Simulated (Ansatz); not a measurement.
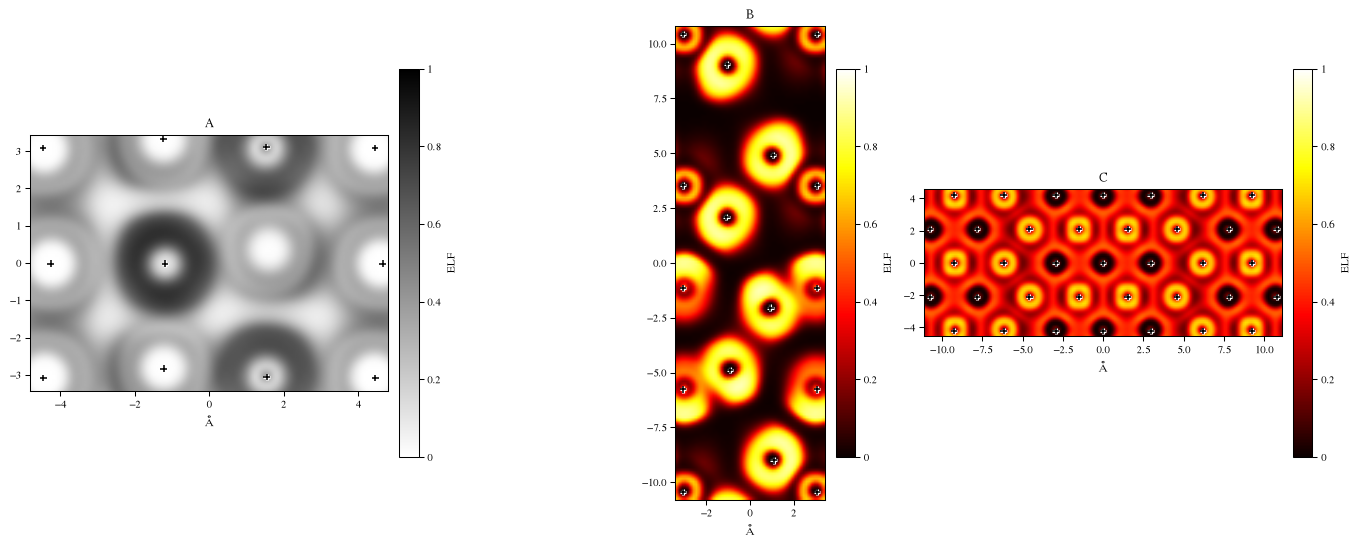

The ELF of 3 systems, each on a plane through atoms (crosses mark nuclei in the plane).

Theory: Ansatz 0.2.0, DFT PBE, scalar-relativistic, plane waves, PAW.

System 1: Sn4AsSe, the (110) plane of the conventional cell. Space group Pm; a generated structure, not necessarily the stable one; computed without spin polarisation.

```
CELL_PARAMETERS angstrom
4.52593 0.00000 0.00702
0.00000 4.18921 0.00000
-0.02849 0.00000 8.90277
ATOMIC_POSITIONS crystal
Sn 0.54418 0.50000 0.34464
Sn 0.07976 0.00000 0.66389
Sn 0.46980 0.50000 0.98284
Sn 0.96404 0.00000 0.00444
As 0.47774 0.50000 0.65522
Se 0.96448 0.00000 0.34897
```

System 2: Al3Ru4, the (11̄0) plane of the conventional cell. Space group I4/mmm; a generated structure, not necessarily the stable one; computed without spin polarisation.

```
Al Ru
1.0
     2.97608    0.00000    0.00000
     0.00000    2.97608    0.00000
     0.00000    0.00000   21.50322
Al Ru
6 8
Cartesian
  0.0000 0.0000 0.0000
  1.4880 1.4880 10.7516
  0.0000 0.0000 2.9427
  1.4880 1.4880 13.6943
  1.4880 1.4880 7.8089
  0.0000 0.0000 18.5605
  1.4880 1.4880 1.5104
  0.0000 0.0000 12.2620
  0.0000 0.0000 9.2412
  1.4880 1.4880 19.9928
  1.4880 1.4880 4.5785
  0.0000 0.0000 15.3301
  0.0000 0.0000 6.1731
  1.4880 1.4880 16.9248
```

System 3: TiAsS3, the (100) plane of the conventional cell. Space group R-3; a generated structure, not necessarily the stable one; computed without spin polarisation.

```
Ti As S
1.0
    -3.05831    5.29714    0.00000
     6.11661    0.00000    0.00000
     0.00000    0.00000  -20.89534
Ti As S
6 6 18
Direct
  0.33333 0.66667 0.83214
  0.66667 0.33333 0.49881
  0.00000 0.00000 0.16547
  0.00000 0.00000 0.83453
  0.33333 0.66667 0.50119
  0.66667 0.33333 0.16786
  0.66667 0.33333 0.94402
  0.00000 0.00000 0.61069
  0.33333 0.66667 0.27735
  0.66667 0.33333 0.72265
  0.00000 0.00000 0.38931
  0.33333 0.66667 0.05598
  0.31646 0.98525 0.76554
  0.64979 0.65192 0.43221
  0.98313 0.31859 0.09887
  0.01475 0.33121 0.76554
  0.34808 0.99787 0.43221
  0.68141 0.66454 0.09887
  0.66879 0.68354 0.76554
  0.00213 0.35021 0.43221
  0.33546 0.01687 0.09887
  0.01687 0.68141 0.90113
  0.35021 0.34808 0.56779
  0.68354 0.01475 0.23446
  0.31859 0.33546 0.90113
  0.65192 0.00213 0.56779
  0.98525 0.66879 0.23446
  0.66454 0.98313 0.90113
  0.99787 0.64979 0.56779
  0.33121 0.31646 0.23446
```

### Match each panel to its system.

Panel A is system 1, Sn4AsSe: the plane holds Sn, As and Se. Sn–As (2.78 Å): the ELF peaks at about 0.65 in the valence shell of As, 1.1 Å from its nucleus, and is about 0.55 at the midpoint. Panel B is system 3, TiAsS3: the plane holds Ti, As and S. As–S (2.32 Å): the ELF peaks at about 0.85 between the atoms. Panel C is system 2, Al3Ru4: the plane holds Al and Ru. Al–Ru (2.55 Å): the ELF is about 0.40 at the midpoint.
